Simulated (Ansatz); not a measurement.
# C3H11AlO (SMILES C[Al-](C)(C)[OH2+]) at 6 levels

Wanted: a comparison of 6 runs (HF/6-31G*, BLYP/6-31G*, PBE/6-31G*, r2SCAN/6-31G*, MP2/6-31G*, CCSD/6-31G*) of C3H11AlO. 

The results are computed with Ansatz 0.2.0.

71 further runs of the same task are left out: 2 that didn't finish, 69 set aside as unsound or not needed.

## 1. The structure to begin with

C3H11AlO has 16 atoms, charge 0, and is taken as a singlet. As SMILES, `C[Al-](C)(C)[OH2+]`. The Al2–O5 distance was set to 2.365 Å, away from the relaxed value.

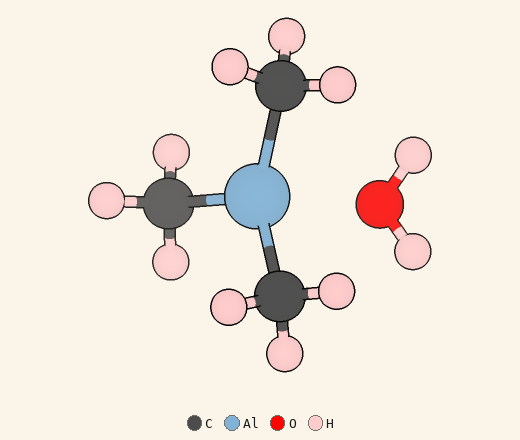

Viewed from a chosen angle; carbon dark grey, aluminium light blue, oxygen red, hydrogen pink.

## 2. A single-point energy at HF/6-31G(d) (spherical functions) (run 1)

The input, molecule.yaml:

```yaml
basis:
  gaussian: {orbitals: 6-31G_st_-spherical.json}
crystal:
  periodic: [false, false, false]
  atoms:
    - {symbol: C, position_ang: [-0.434918, 0.600243, -1.909675]}
    - {symbol: Al, position_ang: [0.288642, -0.263397, -0.282545]}
    - {symbol: C, position_ang: [1.901992, 0.531503, 0.543515]}
    - {symbol: C, position_ang: [-0.007688, -2.194007, -0.054435]}
    - {symbol: O, position_ang: [-1.268240, 0.678630, 1.227590]}
    - {symbol: H, position_ang: [-0.382688, 1.695213, -1.883715]}
    - {symbol: H, position_ang: [0.134012, 0.291773, -2.794225]}
    - {symbol: H, position_ang: [-1.476148, 0.322733, -2.114685]}
    - {symbol: H, position_ang: [2.046612, 0.221033, 1.585595]}
    - {symbol: H, position_ang: [1.910362, 1.627743, 0.520065]}
    - {symbol: H, position_ang: [2.804592, 0.211223, 0.010635]}
    - {symbol: H, position_ang: [0.186462, -2.528087, 0.970225]}
    - {symbol: H, position_ang: [0.657172, -2.774537, -0.704245]}
    - {symbol: H, position_ang: [-1.030648, -2.492237, -0.307145]}
    - {symbol: H, position_ang: [-0.808840, 1.221910, 1.877580]}
    - {symbol: H, position_ang: [-1.880870, 1.252980, 0.754900]}
hamiltonian: {xc: hf}
accuracy: high
output: {orbitals: {seedname: orbitals}}
```

The basis set 6-31G* is read from a file made from the Basis Set Exchange's data (not shown).

Started as:

```sh
$ ansatz run molecule.yaml --threads 1 --pin off --max-ram 3480MiB --events-out events.jsonl --progress --plain --runs-dir runs
```

The program printed:

```text
Warning: RAYON_NUM_THREADS=1 ignored (pool sized by the plan → 1); use --threads N
Functional definition: HF
  name "HF"
  exchange = exact_x
  correlation = 0
2369 factors; integrals over basis functions are off by at most 7.2e-9 eV
mean field evaluation 1: about -11881.1203 eV, gradient 4.2e1 eV
mean field evaluation 2: about -11881.2011 eV, gradient 4.2e1 eV
mean field evaluation 4: about -11885.4907 eV, gradient 3.5e0 eV
mean field evaluation 8: about -11885.5337 eV, gradient 1.1e-4 eV
mean field -11885.53366319 eV, -436.7853058181 hartree, gradient 3.7e-8 eV, S^2 0.000000; 0 other end points of the search recorded, 0 dependent functions left out
reference -11885.53366319 eV, -436.7853058181 hartree; 25, 25 occupied and 71, 71 virtual orbitals, 2369 factors
Total energy: -11885.53366319 eV, -436.7853058181 hartree
```

It took 4.5 s on 1 thread of Arm Neoverse V1, shared host; peak memory 0.31 GiB.

## 3. The energy at BLYP/6-31G(d) (spherical functions) (run 2)

molecule.yaml, as its differences from that of step 2:

```diff
@@ -1,3 +1 @@
-basis:
-  gaussian: {orbitals: 6-31G_st_-spherical.json}
 crystal:
@@ -21,3 +19,7 @@
     - {symbol: H, position_ang: [-1.880870, 1.252980, 0.754900]}
-hamiltonian: {xc: hf}
+basis:
+  gaussian:
+    orbitals: 6-31G_st_-spherical.json
+hamiltonian:
+  xc: {name: BLYP}
 accuracy: high
```

The basis set 6-31G* is read from a file made from the Basis Set Exchange's data (not shown).

Started as:

```sh
$ ansatz run molecule.yaml --threads 1 --pin off --max-ram 3480MiB --events-out events.jsonl --progress --plain --runs-dir runs
```

The program printed:

```text
Warning: RAYON_NUM_THREADS=1 ignored (pool sized by the plan → 1); use --threads N
Functional definition: BLYP
  name "BLYP"
  parameter beta = 0.0042
  parameter a = 0.04918
  parameter b = 0.132
  parameter c = 0.2533
  parameter d = 0.349
  exchange = b88_x(beta = beta)
  correlation = lyp_c(a = a, b = b, c = c, d = d)
2369 factors; integrals over basis functions are off by at most 7.2e-9 eV
mean field evaluation 1: about -11907.0626 eV, gradient 1.0e2 eV
mean field evaluation 2: about -11873.8551 eV, gradient 1.5e2 eV
mean field evaluation 4: about -11931.3251 eV, gradient 1.1e1 eV
mean field evaluation 8: about -11931.5693 eV, gradient 1.8e-1 eV
mean field evaluation 16: about -11931.5694 eV, gradient 1.6e-5 eV
mean field -11931.56940646 eV, -438.4770881794 hartree, gradient 5.2e-8 eV, S^2 0.000000; 0 other end points of the search recorded, 0 dependent functions left out
reference -11931.56947409 eV, -438.4770906644 hartree; 25, 25 occupied and 71, 71 virtual orbitals, 2369 factors
Total energy: -11931.56947409 eV, -438.4770906644 hartree
```

Run time: 12 s. Hardware: 1 thread of Arm Neoverse V1, shared host; peak memory 0.29 GiB.

Runs 3 to 5 aren't shown in full; the table further down has their settings and results.

## 4. A single-point energy at CCSD/6-31G(d) (spherical functions) (run 6)

The input, input.yaml:

```yaml
crystal:
  periodic: [false, false, false]
  atoms:
    - symbol: C
      position_ang: [-0.434918, 0.600243, -1.909675]
    - symbol: Al
      position_ang: [0.288642, -0.263397, -0.282545]
    - symbol: C
      position_ang: [1.901992, 0.531503, 0.543515]
    - symbol: C
      position_ang: [-0.007688, -2.194007, -0.054435]
    - symbol: O
      position_ang: [-1.268240, 0.678630, 1.227590]
    - symbol: H
      position_ang: [-0.382688, 1.695213, -1.883715]
    - symbol: H
      position_ang: [0.134012, 0.291773, -2.794225]
    - symbol: H
      position_ang: [-1.476148, 0.322733, -2.114685]
    - symbol: H
      position_ang: [2.046612, 0.221033, 1.585595]
    - symbol: H
      position_ang: [1.910362, 1.627743, 0.520065]
    - symbol: H
      position_ang: [2.804592, 0.211223, 0.010635]
    - symbol: H
      position_ang: [0.186462, -2.528087, 0.970225]
    - symbol: H
      position_ang: [0.657172, -2.774537, -0.704245]
    - symbol: H
      position_ang: [-1.030648, -2.492237, -0.307145]
    - symbol: H
      position_ang: [-0.808840, 1.221910, 1.877580]
    - symbol: H
      position_ang: [-1.880870, 1.252980, 0.754900]
basis:
  gaussian:
    orbitals: 6-31G_st_-spherical.json
accuracy: high
correlation:
  method: ccsd
  frozen_orbitals: {Al: 5, C: 1, H: 0, O: 1}
scf:
  omitted_lower_state_checks: [cluster_reference, increment]
```

The basis set 6-31G* is read from a file made from the Basis Set Exchange's data (not shown).

Started as:

```sh
$ ansatz run input.yaml --threads 1 --pin off --max-ram 3480MiB --events-out events.jsonl --progress --plain --runs-dir runs
```

The program printed, shortened:

```text
Warning: RAYON_NUM_THREADS=1 ignored (pool sized by the plan → 1); use --threads N
Functional definition: HF
  name "HF"
[...]
2369 factors; integrals over basis functions are off by at most 7.2e-9 eV
[...]
mean field -11885.53366319 eV, -436.7853058181 hartree, gradient 3.7e-8 eV, S^2 0.000000; 0 other end points of the search recorded, 0 dependent functions left out
9 core orbitals not correlated: weight in the atoms' cores, before any rotation towards them, 1.000 or more for the frozen orbitals, at most 0.000 for the correlated occupied ones
reference -11885.53366319 eV, -436.7853058181 hartree; 16, 16 occupied and 71, 71 virtual orbitals, 2369 factors
second order -17.30964252 eV of doubles, -0.00000000 eV of singles
cycle   1  -18.43705639 eV  change    -1.1e0 eV  update   9.0e-2
[...]
cycle  20  -19.03597395 eV  change  -4.6e-10 eV  update  7.2e-10
Total energy: -11904.56963714 eV, -437.4848649577 hartree
Checks for a lower state left out: cluster_reference, increment
```

Wall time 29 s (1 thread of Arm Neoverse V1, shared host); peak memory 0.69 GiB.

## 5. All runs side by side

```tsv
run	level	frozen core orbitals	energy (Eh)	HOMO energy (eV)	LUMO energy (eV)	HOMO–LUMO gap (eV)	wall time
1	HF/6-31G* (spherical functions)	–	-436.785306	-9.95	3.69	13.64	4.5 s
2	BLYP/6-31G* (spherical functions)	–	-438.477091	-5.20	-0.49	4.71	12 s
3	PBE/6-31G* (spherical functions)	–	-438.180334	-5.36	-0.46	4.89	12 s
4	r2SCAN/6-31G* (spherical functions)	–	-438.439403	-5.69	0.15	5.84	21 s
5	MP2/6-31G* (spherical functions)	9	-437.421423	–	–	–	5.1 s
6	CCSD/6-31G* (spherical functions)	9	-437.484865	–	–	–	29 s
```

## 6. Summary of results

```
                                          quantity          value
                               run 6: total energy  -437.48486 Eh
run 6: correlation energy (9 core orbitals frozen)     -699.6 mEh
                              run 6: T1 diagnostic          0.009
```

**Reading.** Below the HF energy at the same shape and in the same basis (6-31G*): MP2 -636.1 mEh; CCSD -699.6 mEh. Over runs 1, 2, 3, 4 the HOMO–LUMO gap runs from 4.71 eV (BLYP/6-31G*) to 13.64 eV (HF/6-31G*). Exact exchange widens orbital gaps. Totals of different functionals can't be ranked against each other. All runs together took 84 s, the longest 29 s.
